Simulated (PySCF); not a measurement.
# LuOF: structure and properties

Aim: find the relaxed shape of LuOF, test it by its vibrations, and read charges and levels. The species was built from a template and needn't be a known compound.

Method: PBE0, Lu def2-SVP with ECP28, O def2-SVP, F def2-SVP; scalar-relativistic core potentials, no spin–orbit coupling; program: PySCF 2.14.0.

1 further run of the same task is left out (for a known fault of the program).

## 1. Where the work starts

3 atoms, charge 0, spin multiplicity 1.

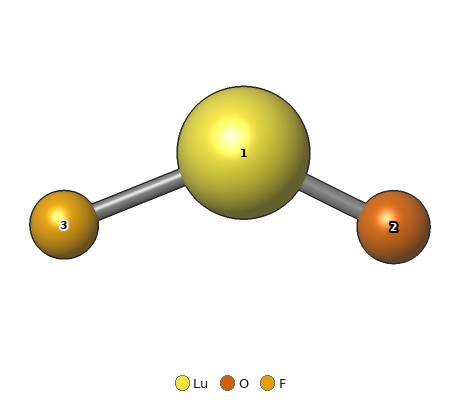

Start geometry, drawn with lutetium yellow, oxygen orange, fluorine amber; atoms are numbered from 1 in the order of the file.

Coordinates:

```
Lu    0.0000    0.0000    0.0000
O     1.6109    0.0000    0.7209
F    -1.8565    0.0000    0.8308
```

Formal oxidation states: Lu +3.

## 2. SCF at the start, singlet

The input, run.py (the lines that set the calculation):

```python
mol = gto.M(atom='''
Lu     0.00000     0.00000     0.00000
O      1.61090     0.00000     0.72090
F     -1.85650     0.00000     0.83080''',
    basis={'Lu': 'def2-SVP', 'O': 'def2-SVP', 'F': 'def2-SVP'},
    ecp={'Lu': 'def2-SVP'},
    charge=0, spin=0)
mf = dft.RKS(mol, xc='PBE0')
mf.grids.atom_grid = (50, 194)  # f atoms: unpruned, at least (60, 302)
mf = mf.density_fit()  # fitting sets: Lu def2-universal-JKFIT, O def2-universal-JKFIT, F def2-universal-JKFIT
mf.conv_tol = 1e-08; mf.max_cycle = 55
mf.kernel(dm0)  # dm0: free metal ions and neutral atoms
```

Launch:

```
$ OMP_NUM_THREADS=2 python run.py
```

The log of the run:

```text
init E= -1416.28597763887
  HOMO = -0.205584226189948  LUMO = -0.13812915784758  gap/eV = 1.83555
cycle= 1 E= -1410.71997278195  delta_E= 5.57  |g|= 1.13  |ddm|= 2.57
  HOMO = -0.210261140847366  LUMO = -0.0934229969572264  gap/eV = 3.17933
cycle= 2 E= -1410.55238036949  delta_E= 0.168  |g|= 1.54  |ddm|= 1.58
  HOMO = -0.237965929771201  LUMO = -0.102078556926333  gap/eV = 3.69768
cycle= 3 E= -1410.9280682097  delta_E= -0.376  |g|= 0.279  |ddm|= 0.857
  HOMO = -0.230331013342275  LUMO = -0.101266583561017  gap/eV = 3.51202
cycle= 4 E= -1410.93104667969  delta_E= -0.00298  |g|= 0.17  |ddm|= 0.114
  HOMO = -0.236384519245123  LUMO = -0.101240096678147  gap/eV = 3.67747
cycle= 5 E= -1410.93225176361  delta_E= -0.00121  |g|= 0.0106  |ddm|= 0.0493
  HOMO = -0.236781146599766  LUMO = -0.100879644826964  gap/eV = 3.69807
cycle= 6 E= -1410.93226003289  delta_E= -8.27e-06  |g|= 0.00745  |ddm|= 0.0107
  HOMO = -0.235917094368385  LUMO = -0.100916556226821  gap/eV = 3.67355
cycle= 7 E= -1410.93226993955  delta_E= -9.91e-06  |g|= 0.00208  |ddm|= 0.00535
  HOMO = -0.236112751877178  LUMO = -0.100878141978757  gap/eV = 3.67992
cycle= 8 E= -1410.93227084674  delta_E= -9.07e-07  |g|= 0.000346  |ddm|= 0.00186
  HOMO = -0.236111273224195  LUMO = -0.100888132903151  gap/eV = 3.67961
cycle= 9 E= -1410.93227091627  delta_E= -6.95e-08  |g|= 9.96e-05  |ddm|= 0.000918
  HOMO = -0.236107880067554  LUMO = -0.100881556551979  gap/eV = 3.67970
cycle= 10 E= -1410.93227092431  delta_E= -8.03e-09  |g|= 2.2e-05  |ddm|= 0.000398
  HOMO = -0.236106611077628  LUMO = -0.100882884037141  gap/eV = 3.67963
Extra cycle  E= -1410.93227092456  delta_E= -2.59e-10  |g|= 4.76e-05  |ddm|= 7.69e-05
converged SCF energy = -1410.93227092456
```

Run time: 5 s. Hardware: 2 threads of Intel Xeon 6975P-C (Granite Rapids), shared host; peak memory 0.42 GiB.

It gives: E = -1410.932271 Eh, HOMO -6.42 eV, LUMO -2.75 eV, Mulliken charge on Lu1 +1.07 e. 

## 3. Relaxation, singlet

Steps are kept in the start's point group, Cs.

The input, run.py (the lines that set the calculation):

```python
mol = gto.M(atom='''
Lu     0.04527     0.00000    -0.13011
O      1.65617     0.00000     0.59079
F     -1.81123     0.00000     0.70069''',
    basis={'Lu': 'def2-SVP', 'O': 'def2-SVP', 'F': 'def2-SVP'},
    ecp={'Lu': 'def2-SVP'},
    charge=0, spin=0)
mf = dft.RKS(mol, xc='PBE0')
mf.grids.atom_grid = (50, 194)  # f atoms: unpruned, at least (60, 302)
mf = mf.density_fit()  # fitting sets: Lu def2-universal-JKFIT, O def2-universal-JKFIT, F def2-universal-JKFIT
mf.conv_tol = 1e-08; mf.max_cycle = 55
mf.kernel(dm0)  # dm0: an SCF of this state at this start
# quasi-Newton relaxation in Cartesian coordinates to a largest gradient under 0.00045 Eh/bohr, steps kept in the point group
```

Launch:

```
$ OMP_NUM_THREADS=2 python run.py
```

The driver keeps no SCF log for this step, only its results.

It took 20 s on 2 threads of Intel Xeon 6975P-C (Granite Rapids), shared host.

Relaxation path:

```
step  energy from step 1 (eV)  largest force component (eV/Å)
   1                   0.0000                          2.0600
   2                  -0.1257                          0.7602
   3                  -0.2032                          1.1180
   4                  -0.2301                          0.7166
   5                  -0.2424                          0.1445
   6                  -0.2429                          0.0285
   7                  -0.2429                          0.0081
```

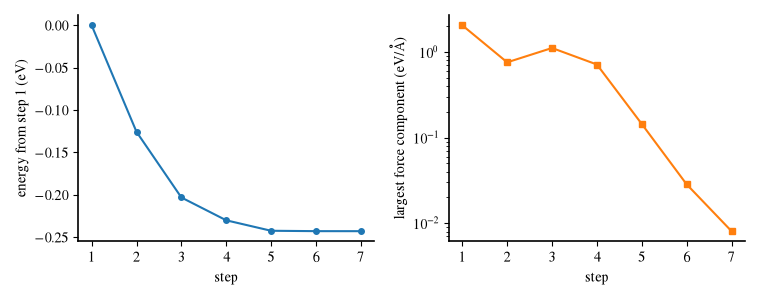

Energy and force, step by step.

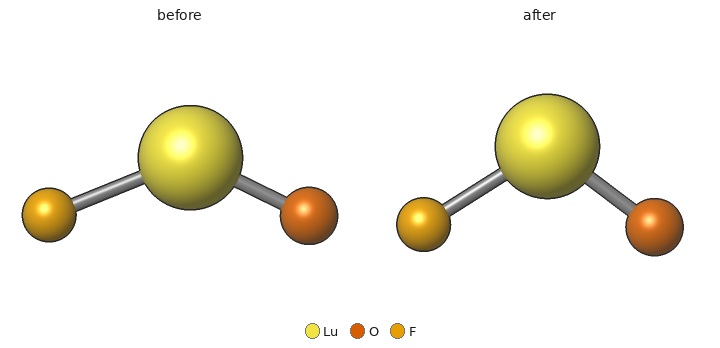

Before and after, at one scale.

Close pairs (by a distance rule), those that changed most:

```
  bond  before (Å)  after (Å)  change (Å)
Lu1–F3       2.034      1.953      -0.081
Lu1–O2       1.765      1.792      +0.027
```

It ends in Cs at E = -1410.941198 Eh.

```
Lu    0.0116    0.0000   -0.3224
O     1.4803    0.0000    0.7049
F    -1.6017    0.0000    0.7788
```

## 4. The relaxed geometry turned into its symmetry frame

The input, run.py (the lines that set the calculation):

```python
mol = gto.M(atom='''
Lu     0.03410     0.00000    -0.17793
O      1.50277     0.00000     0.84943
F     -1.57917     0.00000     0.92332''',
    basis={'Lu': 'def2-SVP', 'O': 'def2-SVP', 'F': 'def2-SVP'},
    ecp={'Lu': 'def2-SVP'},
    charge=0, spin=0)
mf = dft.RKS(mol, xc='PBE0')
mf.grids.atom_grid = (50, 194)  # f atoms: unpruned, at least (60, 302)
mf = mf.density_fit()  # fitting sets: Lu def2-universal-JKFIT, O def2-universal-JKFIT, F def2-universal-JKFIT
mf.conv_tol = 1e-08; mf.max_cycle = 55
mf.kernel(dm0)  # dm0: free metal ions and neutral atoms
```

Launch:

```
$ OMP_NUM_THREADS=2 python run.py
```

The log of the run:

```text
init E= -1416.29501851265
  HOMO = -0.211579248038358  LUMO = -0.135118281133842  gap/eV = 2.08061
cycle= 1 E= -1410.70570367134  delta_E= 5.59  |g|= 1.19  |ddm|= 2.53
  HOMO = -0.228882465805753  LUMO = -0.0860440161642302  gap/eV = 3.88683
cycle= 2 E= -1410.51553463862  delta_E= 0.19  |g|= 1.63  |ddm|= 1.62
  HOMO = -0.223011014089745  LUMO = -0.10111127658308  gap/eV = 3.31706
cycle= 3 E= -1410.93205826395  delta_E= -0.417  |g|= 0.352  |ddm|= 0.896
  HOMO = -0.244908071135658  LUMO = -0.0981757190043879  gap/eV = 3.99279
cycle= 4 E= -1410.93717300725  delta_E= -0.00511  |g|= 0.209  |ddm|= 0.204
  HOMO = -0.231817489198378  LUMO = -0.0998567798700414  gap/eV = 3.59083
cycle= 5 E= -1410.94038639535  delta_E= -0.00321  |g|= 0.0643  |ddm|= 0.116
  HOMO = -0.239355482779873  LUMO = -0.0991312825785116  gap/eV = 3.81569
cycle= 6 E= -1410.94112744385  delta_E= -0.000741  |g|= 0.0182  |ddm|= 0.0541
  HOMO = -0.237194824980265  LUMO = -0.0990176252180106  gap/eV = 3.75999
cycle= 7 E= -1410.94119636978  delta_E= -6.89e-05  |g|= 0.00285  |ddm|= 0.0123
  HOMO = -0.237082966966283  LUMO = -0.0989547479878823  gap/eV = 3.75866
cycle= 8 E= -1410.94119763841  delta_E= -1.27e-06  |g|= 0.00039  |ddm|= 0.00237
  HOMO = -0.237098680882112  LUMO = -0.0989604979681502  gap/eV = 3.75893
cycle= 9 E= -1410.94119774735  delta_E= -1.09e-07  |g|= 0.000129  |ddm|= 0.00122
  HOMO = -0.23708537216964  LUMO = -0.098949973608466  gap/eV = 3.75886
cycle= 10 E= -1410.94119775976  delta_E= -1.24e-08  |g|= 3.72e-05  |ddm|= 0.00051
  HOMO = -0.237083032220968  LUMO = -0.0989512909204251  gap/eV = 3.75876
cycle= 11 E= -1410.94119776046  delta_E= -7.02e-10  |g|= 1.08e-05  |ddm|= 0.000105
  HOMO = -0.237080908483906  LUMO = -0.0989502451971447  gap/eV = 3.75873
Extra cycle  E= -1410.94119776045  delta_E= 1.05e-11  |g|= 2.35e-05  |ddm|= 2.07e-05
converged SCF energy = -1410.94119776045
```

Wall time 1.1 s (2 threads of Intel Xeon 6975P-C (Granite Rapids), shared host).

Read off: E = -1410.941198 Eh, HOMO -6.45 eV, LUMO -2.69 eV, Mulliken charge on Lu1 +1.03 e. 

## 5. Frequencies and infrared intensities

Edit run.py (the lines that set the calculation) of step 4 so:

```diff
@@ -10,3 +10,4 @@
 mf = mf.density_fit()  # fitting sets: Lu def2-universal-JKFIT, O def2-universal-JKFIT, F def2-universal-JKFIT
-mf.conv_tol = 1e-08; mf.max_cycle = 55
-mf.kernel(dm0)  # dm0: free metal ions and neutral atoms
+mf.conv_tol = 1e-10; mf.max_cycle = 55
+mf.kernel(dm0)  # dm0: the density of the relaxed state
+# Hessian and dipole derivatives by central differences of gradients, 0.02 bohr
```

Launch:

```
$ OMP_NUM_THREADS=2 python run.py
```

The driver keeps no SCF log for this step, only its results.

Wall time 33 s (2 threads of Intel Xeon 6975P-C (Granite Rapids), shared host).

Point group Cs; negative numbers are unstable modes, and those under 60 cm⁻¹ are near the numerical noise:

```
cm⁻¹  km/mol  symmetry
 194    19.4        a'
 595   104.2        a'
 865   114.4        a'
```

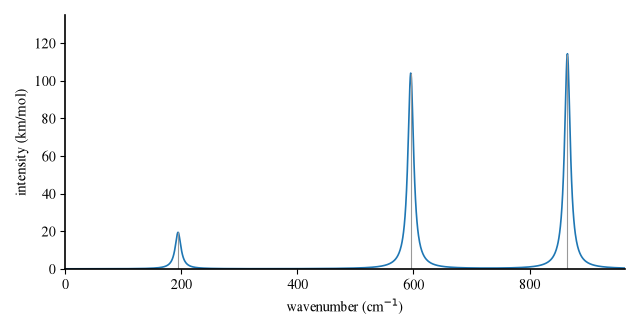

The infrared spectrum from the harmonic lines. Lines are broadened to a width of 12 cm⁻¹ (Lorentzian).

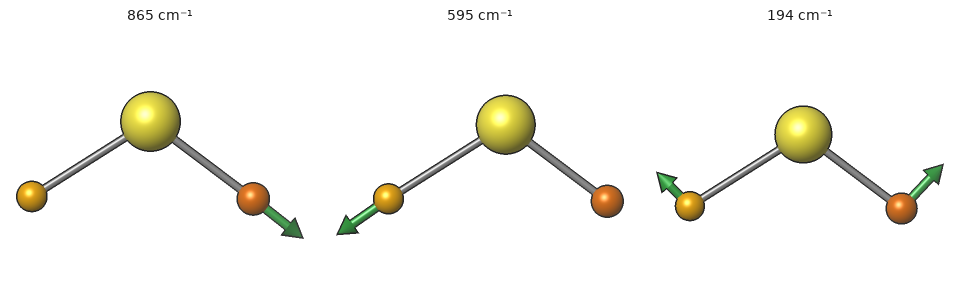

How the atoms move in 3 of the modes.

## 6. Properties on a finer grid

The input, run.py (the lines that set the calculation):

```python
mol = gto.M(atom='''
Lu     0.01160     0.00000    -0.32241
O      1.48028     0.00000     0.70495
F     -1.60166     0.00000     0.77884''',
    basis={'Lu': 'def2-SVP', 'O': 'def2-SVP', 'F': 'def2-SVP'},
    ecp={'Lu': 'def2-SVP'},
    charge=0, spin=0)
mf = dft.RKS(mol, xc='PBE0')
mf.grids.atom_grid = (75, 302)  # f atoms: unpruned, at least (60, 302)
mf = mf.density_fit()  # fitting sets: Lu def2-universal-JKFIT, O def2-universal-JKFIT, F def2-universal-JKFIT
mf.conv_tol = 1e-09; mf.max_cycle = 55
mf.kernel(dm0)  # dm0: the density of the relaxed state
```

Launch:

```
$ OMP_NUM_THREADS=2 python run.py
```

The log of the run:

```text
init E= -1410.94118979379
  HOMO = -0.237061260342101  LUMO = -0.0989511219381463  gap/eV = 3.75817
cycle= 1 E= -1410.94118978805  delta_E= 5.73e-09  |g|= 0.000261  |ddm|= 0.000202
  HOMO = -0.23713823940873  LUMO = -0.0989484527809061  gap/eV = 3.76034
cycle= 2 E= -1410.94118972934  delta_E= 5.87e-08  |g|= 0.000638  |ddm|= 0.000516
  HOMO = -0.237075626703231  LUMO = -0.0989522091368116  gap/eV = 3.75853
cycle= 3 E= -1410.94118979586  delta_E= -6.65e-08  |g|= 0.000105  |ddm|= 0.000419
  HOMO = -0.237081555155803  LUMO = -0.0989510662506881  gap/eV = 3.75872
cycle= 4 E= -1410.94118979706  delta_E= -1.2e-09  |g|= 1.12e-05  |ddm|= 4.99e-05
  HOMO = -0.237081384639618  LUMO = -0.098950961777696  gap/eV = 3.75872
cycle= 5 E= -1410.94118979708  delta_E= -1.43e-11  |g|= 4.32e-07  |ddm|= 4.97e-06
  HOMO = -0.237081281187051  LUMO = -0.0989509603560847  gap/eV = 3.75872
Extra cycle  E= -1410.94118979707  delta_E= 5.68e-12  |g|= 5.86e-07  |ddm|= 1.5e-06
converged SCF energy = -1410.94118979707
```

Wall time 7.3 s (2 threads of Intel Xeon 6975P-C (Granite Rapids), shared host).

Read off: E = -1410.941190 Eh, HOMO -6.45 eV, LUMO -2.69 eV, Mulliken charge on Lu1 +1.03 e, largest force component 0.011 eV/Å. 

Löwdin charges:

```
atom  value (e)
 Lu1       0.51
  O2      -0.28
  F3      -0.23
```

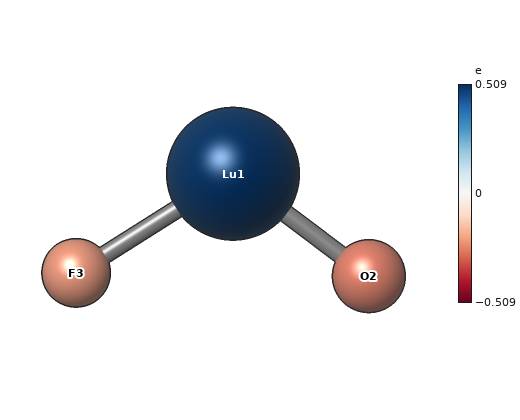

Löwdin charges, as colours on the atoms.

Mulliken charges: Lu1 +1.03, O2 -0.56, F3 -0.47 e.

Contacts (the nearest donor of each ligand) and Mayer bond orders:

```
   contact  distance (Å)  bond order
Lu1–O2 (O)         1.792        2.20
Lu1–F3 (F)         1.953        0.94
```

Mulliken populations of Lu1 outside the core potential: s 4.20, p 12.29, d 11.42, f 14.06.

Orbitals, density, ELF and potential are computed afterwards from the orbital file.

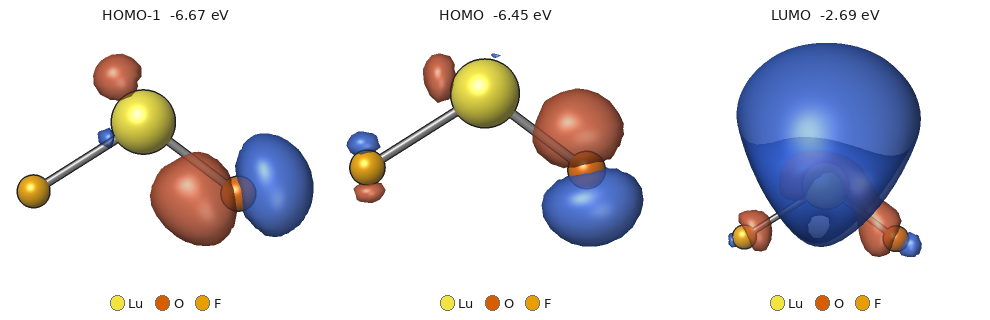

PBE0 orbitals near the gap, drawn at the value that encloses 70 % of each; the two colours are the two signs.

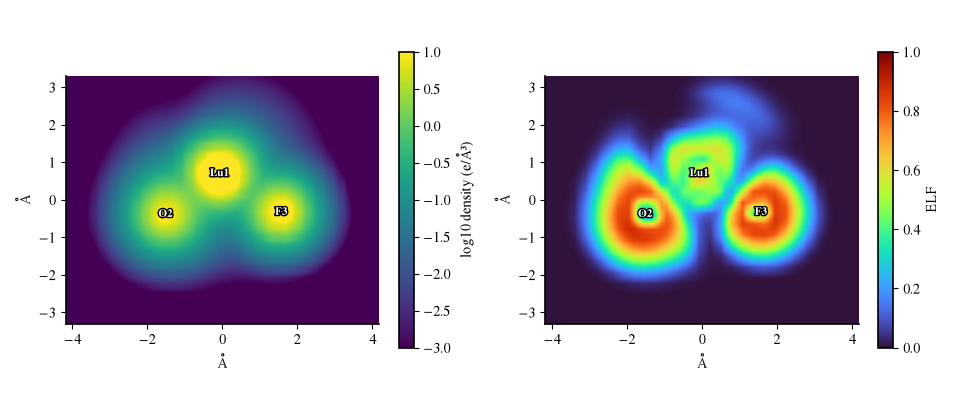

Density (left) and ELF (right) in a plane through or near 3 of the atoms.

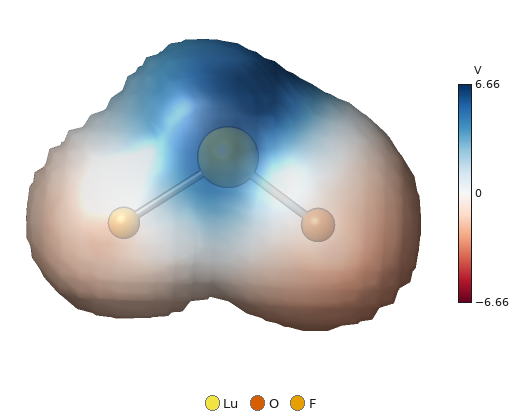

Electrostatic potential on the surface of density 0.002 e/bohr³; red is low, blue high. It runs from -2.98 V near O2 to 6.66 V near Lu1.

## 7. What came out

```
                                              quantity                           value
                                 state and point group                     singlet, Cs
                                                 modes  194 to 865 cm⁻¹, none unstable
strongest infrared band (modes within 1.5 cm⁻¹ summed)           865 cm⁻¹ (114 km/mol)
                                     zero-point energy                        0.103 eV
                               ideal gas, 298 K, 1 bar  S = 288.5, Cp = 47.6 J/(mol K)
                                 metal–ligand contacts                  1.79 to 1.95 Å
                                       frontier levels    HOMO -6.45 eV, LUMO -2.69 eV
                                                dipole                          7.48 D
                                   mean polarisability                          4.5 Å³
```

**Reading.** All modes are real, so the structure is a minimum. The metal carries +0.51 e by Löwdin's partition against a formal +3, and bond orders to the nearest donors reach 2.20. Both measures hang on the basis. One start shape was tried, so another isomer may lie lower. The bases are small and lack diffuse functions. Spin–orbit coupling is left out.
